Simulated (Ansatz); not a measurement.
# B2H (doublet): wB97M-V, B2PLYP, RPA-PBE over a scan of the distance B1–B2, cc-pVTZ, part 2 of 2

Ansatz 0.2.0, Gaussian basis; cc-pVTZ, all electrons in the functionals, frozen cores in the correlation of double hybrids and RPA. Earlier steps stand in the parts before.

**13. B2PLYP, 4.182 Å**

The input, in.yaml:

```yaml
crystal:
  periodic: [false, false, false]
  atoms:
    - {symbol: B, position_ang: [0.000000, 0.000000, 1.001519]}
    - {symbol: B, position_ang: [0.000000, 0.000000, -3.180481]}
    - {symbol: H, position_ang: [0.000000, 0.000000, 2.178963]}
basis:
  gaussian: {orbitals: cc-pVTZ}
magnetization: {spin_polarized: true, initial_magnetization: 1}
hamiltonian: {xc: {name: B2PLYP}}
correlation: {electrons: outside_noble_gas}
```

Started as:

```sh
> ansatz run in.yaml --threads 1 --pin off --events-out ev --progress --plain --max-ram 2816MiB --backend cpu
```

Output, cut to the lines that bear on the results:

```text
Functional definition: B2PLYP
  name "B2PLYP"
  cite "Grimme, J. Chem. Phys. 124, 034108 (2006) doi:10.1063/1.2148954"
  cite "Becke, Phys. Rev. A 38, 3098 (1988) doi:10.1103/PhysRevA.38.3098"
  cite "Lee, Yang & Parr, Phys. Rev. B 37, 785 (1988) doi:10.1103/PhysRevB.37.785"
[...]
425 factors; integrals over basis functions are off by at most 1.3e-3 eV
[...]
mean field -1356.81572227 eV, -49.8620581105 hartree, gradient 6.5e-6 eV, S^2 0.991708; 9 other end points of the search recorded, 0 dependent functions left out
2 core orbitals not correlated: weight in the atoms' cores, before any rotation towards them, 1.000 or more for the frozen orbitals, at most 0.000 for the correlated occupied ones
reference -1356.81586648 eV, -49.8620634105 hartree; 4, 3 occupied and 68, 69 virtual orbitals, 425 factors
second order -3.86103865 eV of doubles, -0.00000000 eV of singles
Total energy: -1357.85834692 eV, -49.9003738599 hartree
```

Run time: 8.5 s. Hardware: 1 thread of AMD EPYC 7R13, shared host.

From the report: ⟨S²⟩ of the determinant 0.992 (pure doublet: 0.75).

From 1.523 Å: +3.515 eV.

**14. RPA-PBE, 1.376 Å**

The input, in.yaml:

```yaml
crystal:
  periodic: [false, false, false]
  atoms:
    - {symbol: B, position_ang: [0.000000, 0.000000, 0.066185]}
    - {symbol: B, position_ang: [0.000000, 0.000000, -1.309815]}
    - {symbol: H, position_ang: [0.000000, 0.000000, 1.243629]}
basis:
  gaussian: {orbitals: cc-pVTZ}
magnetization: {spin_polarized: true, initial_magnetization: 1}
hamiltonian: {xc: {name: PBE}}
correlation: {method: rpa, electrons: outside_noble_gas}
```

The command is unchanged.

Output, cut to the lines that bear on the results:

```text
Functional definition: PBE
  name "PBE"
  cite "Perdew, Burke & Ernzerhof, Phys. Rev. Lett. 77, 3865 (1996) doi:10.1103/PhysRevLett.77.3865"
  parent pbe
[...]
429 factors; integrals over basis functions are off by at most 1.3e-3 eV
[...]
mean field -1360.03394757 eV, -49.9803257091 hartree, gradient 1.1e-6 eV, S^2 1.755430; 13 other end points of the search recorded, 0 dependent functions left out
2 core orbitals not correlated: weight in the atoms' cores, before any rotation towards them, 1.000 or more for the frozen orbitals, at most 0.000 for the correlated occupied ones
reference -1353.82103878 eV, -49.7520055222 hartree; 4, 3 occupied and 68, 69 virtual orbitals, 429 factors
Total energy: -1361.47516472 eV, -50.0332894625 hartree
```

Wall time 6 s (1 thread of AMD EPYC 7R13, shared host).

From the report: ⟨S²⟩ of the determinant 1.755 (pure doublet: 0.75). The determinant of RPA-PBE (⟨S²⟩ 1.76) is far from a pure spin state, so its energy mixes those of several spin states; that is harmless only where they are near-degenerate.

**15. RPA-PBE, 1.523 Å**

The input, in.yaml:

```yaml
crystal:
  periodic: [false, false, false]
  atoms:
    - {symbol: B, position_ang: [0.000000, 0.000000, 0.115089]}
    - {symbol: B, position_ang: [0.000000, 0.000000, -1.407623]}
    - {symbol: H, position_ang: [0.000000, 0.000000, 1.292533]}
basis:
  gaussian: {orbitals: cc-pVTZ}
magnetization: {spin_polarized: true, initial_magnetization: 1}
hamiltonian: {xc: {name: PBE}}
correlation: {method: rpa, electrons: outside_noble_gas}
```

Launched as before.

Output, cut to the lines that bear on the results:

```text
Functional definition: PBE
  name "PBE"
  cite "Perdew, Burke & Ernzerhof, Phys. Rev. Lett. 77, 3865 (1996) doi:10.1103/PhysRevLett.77.3865"
  parent pbe
[...]
433 factors; integrals over basis functions are off by at most 1.2e-3 eV
[...]
mean field -1360.53276042 eV, -49.9986567434 hartree, gradient 1.1e-6 eV, S^2 1.755527; 15 other end points of the search recorded, 0 dependent functions left out
2 core orbitals not correlated: weight in the atoms' cores, before any rotation towards them, 1.000 or more for the frozen orbitals, at most 0.000 for the correlated occupied ones
reference -1354.18741755 eV, -49.7654696937 hartree; 4, 3 occupied and 68, 69 virtual orbitals, 433 factors
Total energy: -1362.01925631 eV, -50.0532844596 hartree
```

Wall time 8.5 s (1 thread of AMD EPYC 7R13, shared host).

From the report: ⟨S²⟩ of the determinant 1.756 (pure doublet: 0.75). The determinant of RPA-PBE (⟨S²⟩ 1.76) is far from a pure spin state, so its energy mixes those of several spin states; that is harmless only where they are near-degenerate.

**16. RPA-PBE, 1.686 Å**

The input, in.yaml:

```yaml
crystal:
  periodic: [false, false, false]
  atoms:
    - {symbol: B, position_ang: [0.000000, 0.000000, 0.169519]}
    - {symbol: B, position_ang: [0.000000, 0.000000, -1.516481]}
    - {symbol: H, position_ang: [0.000000, 0.000000, 1.346963]}
basis:
  gaussian: {orbitals: cc-pVTZ}
magnetization: {spin_polarized: true, initial_magnetization: 1}
hamiltonian: {xc: {name: PBE}}
correlation: {method: rpa, electrons: outside_noble_gas}
```

Launched as before.

Output, cut to the lines that bear on the results:

```text
Functional definition: PBE
  name "PBE"
  cite "Perdew, Burke & Ernzerhof, Phys. Rev. Lett. 77, 3865 (1996) doi:10.1103/PhysRevLett.77.3865"
  parent pbe
[...]
433 factors; integrals over basis functions are off by at most 1.4e-3 eV
[...]
mean field -1360.25329915 eV, -49.9883867309 hartree, gradient 1.4e-7 eV, S^2 1.702490; 25 other end points of the search recorded, 0 dependent functions left out
2 core orbitals not correlated: weight in the atoms' cores, before any rotation towards them, 1.000 or more for the frozen orbitals, at most 0.000 for the correlated occupied ones
reference -1353.59396734 eV, -49.7436608006 hartree; 4, 3 occupied and 68, 69 virtual orbitals, 433 factors
Total energy: -1361.82143800 eV, -50.0460147709 hartree
```

Wall time 21 s (1 thread of AMD EPYC 7R13, shared host).

From the report: ⟨S²⟩ of the determinant 1.702 (pure doublet: 0.75). The determinant of RPA-PBE (⟨S²⟩ 1.70) is far from a pure spin state, so its energy mixes those of several spin states; that is harmless only where they are near-degenerate.

From 1.523 Å: +0.198 eV.

**17. RPA-PBE, 2.092 Å**

The input, in.yaml:

```yaml
crystal:
  periodic: [false, false, false]
  atoms:
    - {symbol: B, position_ang: [0.000000, 0.000000, 0.304852]}
    - {symbol: B, position_ang: [0.000000, 0.000000, -1.787148]}
    - {symbol: H, position_ang: [0.000000, 0.000000, 1.482296]}
basis:
  gaussian: {orbitals: cc-pVTZ}
magnetization: {spin_polarized: true, initial_magnetization: 1}
hamiltonian: {xc: {name: PBE}}
correlation: {method: rpa, electrons: outside_noble_gas}
```

Same command.

Output, cut to the lines that bear on the results:

```text
Functional definition: PBE
  name "PBE"
  cite "Perdew, Burke & Ernzerhof, Phys. Rev. Lett. 77, 3865 (1996) doi:10.1103/PhysRevLett.77.3865"
  parent pbe
[...]
437 factors; integrals over basis functions are off by at most 1.3e-3 eV
[...]
mean field -1359.09621947 eV, -49.9458648369 hartree, gradient 7.3e-6 eV, S^2 1.143523; 17 other end points of the search recorded, 0 dependent functions left out
2 core orbitals not correlated: weight in the atoms' cores, before any rotation towards them, 1.000 or more for the frozen orbitals, at most 0.000 for the correlated occupied ones
reference -1352.34529600 eV, -49.6977729755 hartree; 4, 3 occupied and 68, 69 virtual orbitals, 437 factors
Total energy: -1360.95469090 eV, -50.0141624024 hartree
```

Wall time 7.5 s (1 thread of AMD EPYC 7R13, shared host).

From the report: ⟨S²⟩ of the determinant 1.144 (pure doublet: 0.75).

From 1.523 Å: +1.065 eV.

**18. RPA-PBE, 2.884 Å**

The input, in.yaml:

```yaml
crystal:
  periodic: [false, false, false]
  atoms:
    - {symbol: B, position_ang: [0.000000, 0.000000, 0.568852]}
    - {symbol: B, position_ang: [0.000000, 0.000000, -2.315148]}
    - {symbol: H, position_ang: [0.000000, 0.000000, 1.746296]}
basis:
  gaussian: {orbitals: cc-pVTZ}
magnetization: {spin_polarized: true, initial_magnetization: 1}
hamiltonian: {xc: {name: PBE}}
correlation: {method: rpa, electrons: outside_noble_gas}
```

Launched as before.

Output, cut to the lines that bear on the results:

```text
Functional definition: PBE
  name "PBE"
  cite "Perdew, Burke & Ernzerhof, Phys. Rev. Lett. 77, 3865 (1996) doi:10.1103/PhysRevLett.77.3865"
  parent pbe
[...]
427 factors; integrals over basis functions are off by at most 1.3e-3 eV
[...]
mean field -1357.31346254 eV, -49.8803497282 hartree, gradient 5.2e-6 eV, S^2 0.755071; 10 other end points of the search recorded, 0 dependent functions left out
2 core orbitals not correlated: weight in the atoms' cores, before any rotation towards them, 1.000 or more for the frozen orbitals, at most 0.000 for the correlated occupied ones
reference -1350.01505157 eV, -49.6121380722 hartree; 4, 3 occupied and 68, 69 virtual orbitals, 427 factors
Total energy: -1359.60714532 eV, -49.9646410158 hartree
```

It took 5.5 s on 1 thread of AMD EPYC 7R13, shared host.

From the report: ⟨S²⟩ of the determinant 0.755 (pure doublet: 0.75).

From 1.523 Å: +2.412 eV.

**19. RPA-PBE, 4.182 Å**

The input, in.yaml:

```yaml
crystal:
  periodic: [false, false, false]
  atoms:
    - {symbol: B, position_ang: [0.000000, 0.000000, 1.001519]}
    - {symbol: B, position_ang: [0.000000, 0.000000, -3.180481]}
    - {symbol: H, position_ang: [0.000000, 0.000000, 2.178963]}
basis:
  gaussian: {orbitals: cc-pVTZ}
magnetization: {spin_polarized: true, initial_magnetization: 1}
hamiltonian: {xc: {name: PBE}}
correlation: {method: rpa, electrons: outside_noble_gas}
```

Same command.

Output, cut to the lines that bear on the results:

```text
Functional definition: PBE
  name "PBE"
  cite "Perdew, Burke & Ernzerhof, Phys. Rev. Lett. 77, 3865 (1996) doi:10.1103/PhysRevLett.77.3865"
  parent pbe
[...]
425 factors; integrals over basis functions are off by at most 1.3e-3 eV
[...]
mean field -1356.49272014 eV, -49.8501880012 hartree, gradient 2.2e-6 eV, S^2 0.916486; 11 other end points of the search recorded, 0 dependent functions left out
2 core orbitals not correlated: weight in the atoms' cores, before any rotation towards them, 1.000 or more for the frozen orbitals, at most 0.000 for the correlated occupied ones
reference -1351.04367940 eV, -49.6499394477 hartree; 4, 3 occupied and 68, 69 virtual orbitals, 425 factors
Total energy: -1359.18445322 eV, -49.9491073675 hartree
```

It took 9.5 s on 1 thread of AMD EPYC 7R13, shared host.

From the report: ⟨S²⟩ of the determinant 0.916 (pure doublet: 0.75).

From 1.523 Å: +2.835 eV.

**20. Against the wave-function levels**

No level is safe as a reference over these points; UCCSD(T) serves as a yardstick only. It comes from earlier runs at the same points. Energies in eV, counted from 1.523 Å; blanks weren't run or aren't comparable.

```csv
level,1.376 Å,1.523 Å,1.686 Å,2.092 Å,2.884 Å,4.182 Å
UCCSD(T),0.472,0.000,0.330,1.344,2.989,3.198
wB97M-V,0.421,0.000,0.297,1.160,2.929,3.229
B2PLYP,0.442,0.000,0.351,1.450,3.241,3.515
RPA-PBE,0.544,0.000,0.198,1.065,2.412,2.835
```

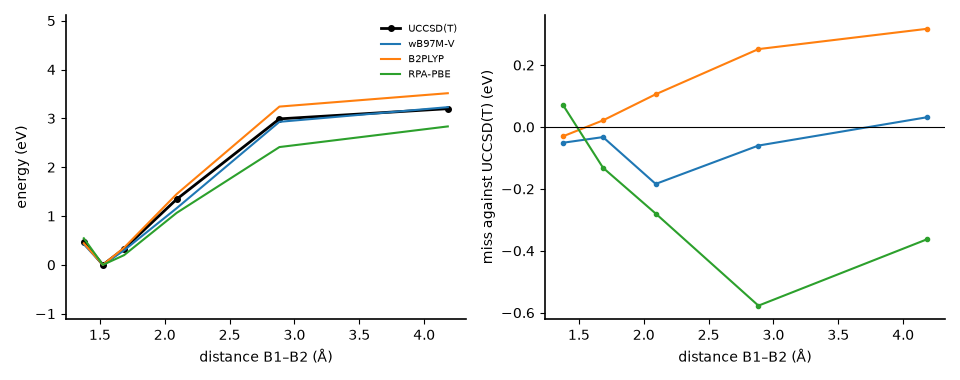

Left: the curves (the axis may cut off levels that run far away). Right: misses against UCCSD(T), in the same colours.

Largest miss and mean time a point (UCCSD(T) took 26 s a point; shared hosts):

| level | largest miss (eV) | where | time a point |
| --- | --- | --- | --- |
| wB97M-V | -0.184 | 2.092 Å | 12 s |
| B2PLYP | +0.317 | 4.182 Å | 6.4 s |
| RPA-PBE | -0.577 | 2.884 Å | 9.6 s |

**21. What came out**

What follows sums up all 2 parts.

| quantity | value |
| --- | --- |
| span of the UCCSD(T) curve | 3.198 eV |
| largest miss, wB97M-V | -0.184 eV (2.092 Å) |
| largest miss, B2PLYP | +0.317 eV (4.182 Å) |
| largest miss, RPA-PBE | -0.577 eV (2.884 Å) |

Of the functionals, wB97M-V keep the smallest largest miss at the points compared (at most 0.184 eV) and RPA-PBE strays most (0.577 eV, at 2.884 Å). wB97M-V, B2PLYP, RPA-PBE clearly break the spin symmetry at some points (⟨S²⟩ up to 1.01 above the pure value), so energy there is bought with a mixed spin. Functionals and the yardstick converge differently with the basis, so part of each miss in cc-pVTZ is the basis. The yardstick itself may be off where one determinant is a poor start.
